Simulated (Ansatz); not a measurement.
**GeH4NS (SMILES [NH3+][Ge]#[SH]) (charge +1): density, localisation and related maps**

The calculation's input:

```
crystal:
  periodic: [false, false, false]
  atoms:
    - symbol: Ge
      position_ang: [2.264984, 0.782503, -3.834107]
    - symbol: N
      position_ang: [0.474415, 0.890967, -2.629285]
    - symbol: S
      position_ang: [3.509190, -0.157460, -2.278552]
    - symbol: H
      position_ang: [0.590750, 1.463633, -1.785203]
    - symbol: H
      position_ang: [-0.290455, 1.314946, -3.166421]
    - symbol: H
      position_ang: [0.139382, -0.029150, -2.320957]
    - symbol: H
      position_ang: [2.621312, -0.255727, -1.261653]
basis:
  gaussian:
    orbitals: def2-TZVPD
total_charge: 1
hamiltonian:
  xc: pbe0
output: {forces: true, orbitals: {seedname: orbitals}}
```

Command:

```sh
ansatz run input.yaml --threads 1 --pin off --max-ram 2610MiB --events-out events.jsonl --progress --plain --runs-dir runs
```

Geometry: PBE0-D3(BJ)/def2-SVP.

All numbers below come from Ansatz, isolated molecule in a Gaussian basis; Kohn-Sham density functional theory, functional PBE0.

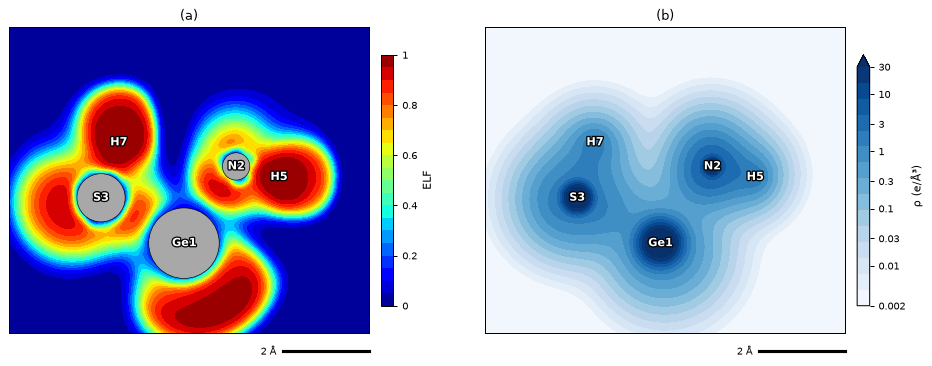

Figure 1. (a) electron localisation function; (b) total electron density on the plane of atoms Ge1, N2 and H5. Grey discs cover the atomic cores in the ELF map.

Describe what can be read from this map.

The section cuts through Ge, N, S and H sites. Ge–N (2.16 Å): ρ is about 0.52 e/Å³ halfway; the ELF peaks at about 0.95 in the valence shell of N, 0.6 Å from its nucleus, and is about 0.50 at the midpoint. Ge–S (2.20 Å): the density is about 0.77 e/Å³ at the midpoint; the ELF peaks at about 0.85 in the valence shell of S, 0.9 Å from its nucleus, and is about 0.75 at the midpoint. N–H (1.03 Å): ρ at the midpoint is about 2.9 e/Å³; the ELF climbs to about 1 towards the hydrogen, as it does in any bond to H (an ordinary covalent bond to hydrogen). S–H (1.35 Å): ρ at the midpoint is about 1.5 e/Å³; the ELF climbs to about 1 towards the hydrogen. The ELF also peaks beside S3, away from the bonds: lone-pair regions.

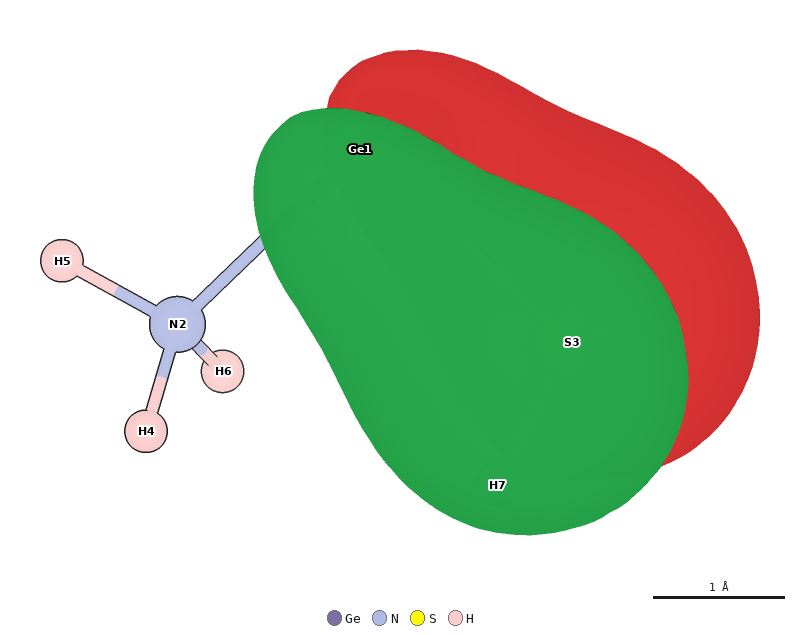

Figure 2. The HOMO−1 at ±0.1 Å⁻³ᐟ² (green and red are the two phases), seen at a tilt.

Describe this orbital and give its energy.

It lies mainly on S3 (about 75 %) and Ge1 (about 20 %). Its energy is −13.01 eV.
